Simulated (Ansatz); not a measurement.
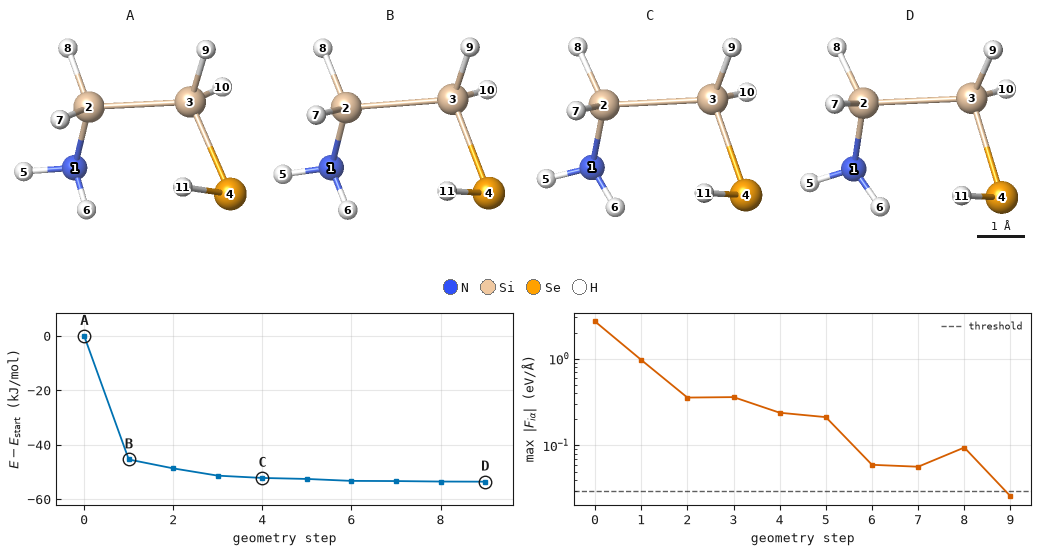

Frames of a relaxation of Si₂NH₇Se (coarse preliminary run), marked on the history of the run. A ball-and-stick model, seen from a free direction.

The start comes from a force field.

Method: Ansatz, RKS PBE-D4/def2-SVP. Set-up: force threshold 0.03 eV/Å; at most 200 steps.

Q: What happens along the run?

A: The energy falls by 53.5 kJ/mol in 9 geometry steps. The largest force component goes from 2.7 to 0.026 eV/Å. H7 moves most after the best rigid fit: 0.38 Å. Largest moves by element: H 0.38 Å, Se 0.24 Å, Si 0.15 Å, N 0.15 Å. Near-neighbour distances that change, for instance: Si2–Si3 2.203 → 2.350 Å, Se4–H11 1.607 → 1.488 Å, N1–H5 1.101 → 1.024 Å, Si2–H7 1.448 → 1.520 Å. Bond angles that change, for instance: Si2–N1–H5 106.9° → 119.5°, H5–N1–H6 102.7° → 110.4°, N1–Si2–H7 110.4° → 117.7°. From step 0 to 1: H7 moves most (0.14 Å), energy −45.4 kJ/mol. From step 1 to 4: H6 moves most (0.17 Å), energy −6.78 kJ/mol. From step 4 to 9: Se4 moves most (0.17 Å), energy −1.37 kJ/mol.

```
step  E − E(0), kJ/mol  largest force component, eV/Å
   0              0.00                         2.6803
   1            -45.35                         0.9671
   2            -48.62                         0.3559
   3            -51.30                         0.3602
   4            -52.14                         0.2380
   5            -52.50                         0.2117
   6            -53.22                         0.0597
   7            -53.28                         0.0568
   8            -53.46                         0.0945
   9            -53.50                         0.0259
```
